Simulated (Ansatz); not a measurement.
# CH₄AlClO: what the fields show

Input file:

```
crystal:
  periodic: [false, false, false]
  atoms:
    - { symbol: O, position_ang: [0.0959, 1.4722, -0.5763] }
    - { symbol: C, position_ang: [0.4231, 0.6022, 0.4028] }
    - { symbol: Al, position_ang: [-0.1545, -1.2474, -0.1192] }
    - { symbol: Cl, position_ang: [-1.1384, -1.5871, -1.9998] }
    - { symbol: H, position_ang: [-0.9294, 1.6427, -0.5067] }
    - { symbol: H, position_ang: [-0.0248, 0.8942, 1.3819] }
    - { symbol: H, position_ang: [0.99981, 1.64966, -0.939] }
    - { symbol: H, position_ang: [0.2624, -2.4583, 0.8504] }
basis:
  gaussian: { orbitals: "6-31G" }
hamiltonian:
  xc: b3lyp
  dispersion: d4
relax:
  f_tol: 0.02
  max_steps: 50
output:
  orbitals: {}
```

Launched as:

```sh
ansatz run input.yaml --threads 1 --pin off --max-ram 2048MiB --backend cpu --events-out ev --progress --plain --runs-dir out
```

The fields are those of the relaxed geometry.

The calculation used Ansatz 0.2.0, RKS B3LYP-D4/6-31G.

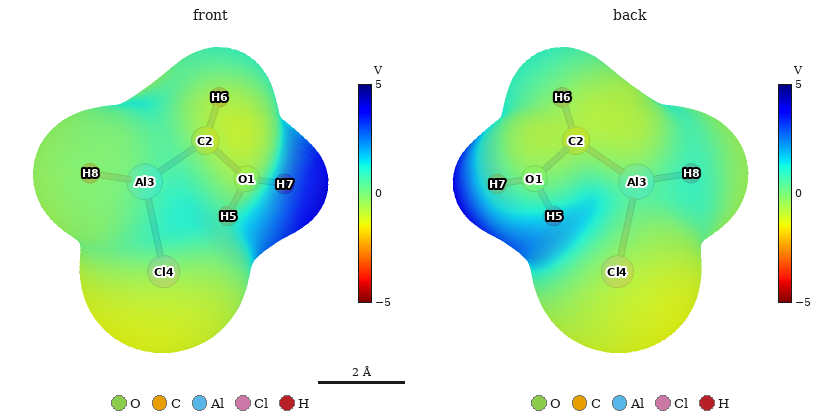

Figure 1. The molecular electrostatic potential painted on the density surface at 0.002 e/bohr³, seen from the front and from behind; the colour scale runs from red (negative) to blue (positive).

> Describe the electrostatic potential map.

The most negative region (about −1.3 V, or −30 kcal/mol for a unit charge) lies over Cl4, the most positive (about +4.0 V, or +92 kcal/mol for a unit charge) over H7.

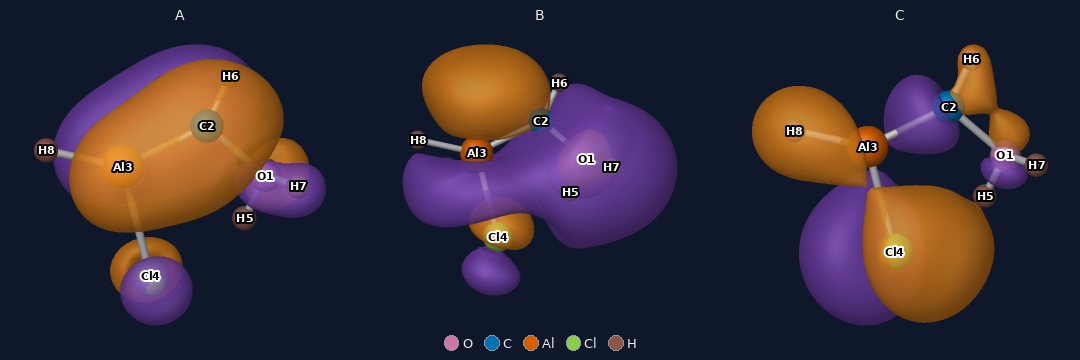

Figure 2. Three frontier orbitals at ±0.06 Å⁻³ᐟ² (orange and purple are the two phases), in no order.

> Which picture is the HOMO−1, the HOMO and the LUMO?

C is the HOMO−1 (−8.37 eV). It lies mainly on Cl4 (about 80 %); largely a lone pair of Cl4. A is the HOMO (−5.20 eV). By Hirshfeld shares it lies mainly on C2 (about 60 %) and Al3 (about 25 %). B is the LUMO (−0.82 eV). Its weight (Hirshfeld) is mainly on Al3 (about 25 %), H7 (about 20 %), C2 (about 20 %), O1 (about 15 %), Cl4 (about 10 %) and H5 (about 5 %).

> What is the HOMO–LUMO gap?

4.38 eV between the orbital energies.

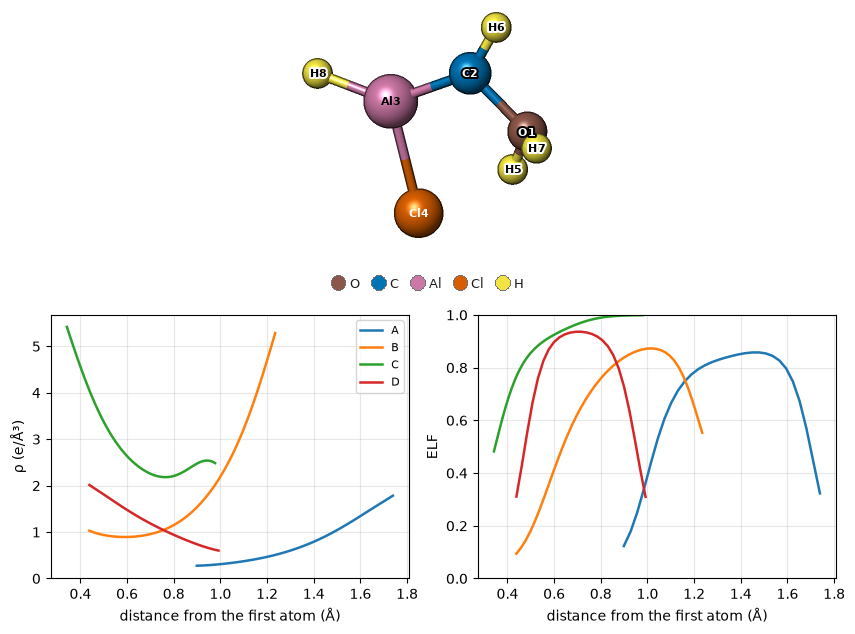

Figure 3. Total electron density and electron localisation function along straight lines between neighbouring atoms. The curves leave out the atomic cores. The structure is drawn too.

> Which curve belongs to which contact (Al–Cl, C–Al, C–O and O–H)? The first atom named is at distance zero.

Curve A: Al–Cl (2.32 Å): ρ is about 0.42 e/Å³ halfway; the ELF peaks at about 0.85 in the valence shell of Cl, 0.9 Å from its nucleus, and is about 0.75 at the midpoint. Curve B: C–O (1.59 Å): the density is about 1.1 e/Å³ at the midpoint, with its minimum of 0.89 e/Å³ about 0.6 Å from C; the ELF peaks at about 0.85 between the atoms; a shared but strongly polarised pair. Curve C: O–H (0.98 Å): ρ is about 3.5 e/Å³ halfway; the ELF climbs to about 1 towards the hydrogen, as it does in any bond to H (an ordinary covalent bond to hydrogen). Curve D: C–Al (1.85 Å): ρ at the midpoint is about 0.7 e/Å³; the ELF peaks at about 0.95 between the atoms, as expected for a polar covalent bond.

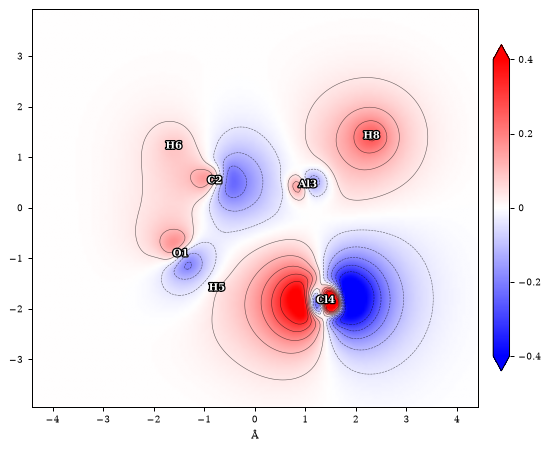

Figure 4. The HOMO−1 on the plane of atoms C2, Al3 and Cl4 (values in Å⁻³ᐟ²; the overall sign is arbitrary).

> Describe this orbital and give its energy.

By Hirshfeld shares it lies mainly on Cl4 (about 80 %); largely a lone pair of Cl4. Its energy is −8.37 eV.
